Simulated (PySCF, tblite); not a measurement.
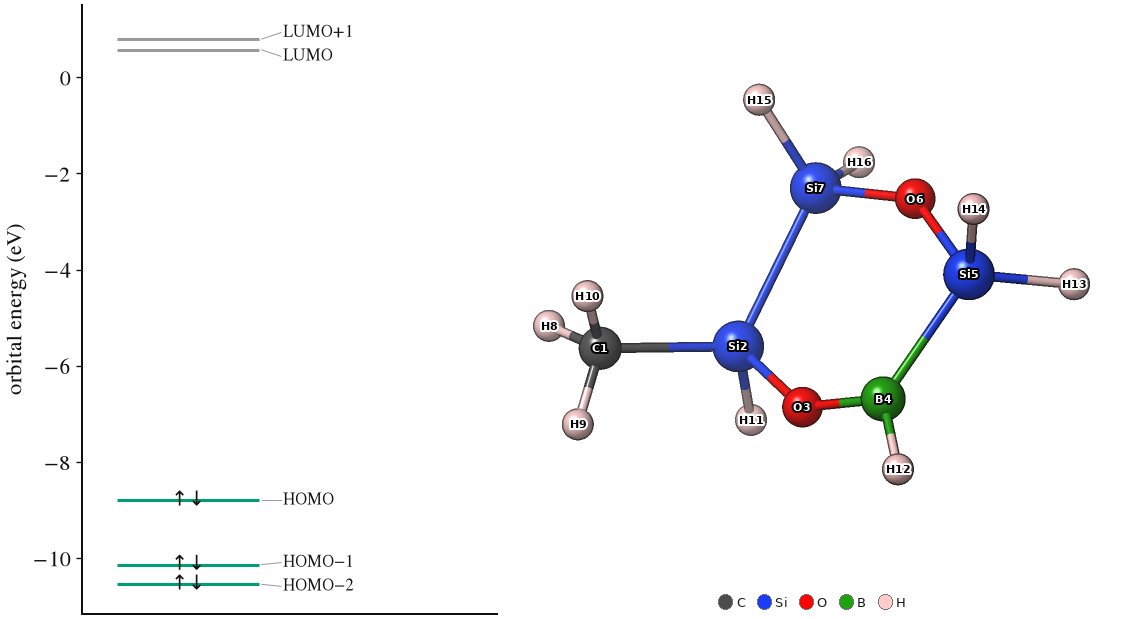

CH₉BO₂Si₃, SMILES C[Si@@H]1OB[SiH2]O[SiH2]1. Kohn-Sham orbital energies near the frontier, ωB97X-D/def2-SVPD, PySCF 2.14.0, at a GFN2-xTB geometry (a minimum by its frequencies), isolated molecule; empty levels in grey, levels within 0.03 eV side by side.

Where do the frontier orbitals lie?

HOMO at −8.80 eV, LUMO at 0.57 eV, 9.37 eV apart.

List the levels with the atoms that carry most of them (a dash for levels above zero or within 0.03 eV of another, where shares mean little).

| orbital | energy (eV) | Löwdin shares |
| --- | --- | --- |
| LUMO+1 | 0.79 | – |
| LUMO | 0.57 | – |
| HOMO | −8.80 | O3 17 %, B4 16 %, O6 14 % |
| HOMO−1 | −10.13 | O6 37 %, Si5 14 %, Si7 12 % |
| HOMO−2 | −10.55 | Si2 18 %, Si7 16 %, B4 12 % |

Note: the tight-binding geometry is rougher than a DFT one and adds to the error; one conformer of a flexible molecule; empty levels above zero depend strongly on the basis.
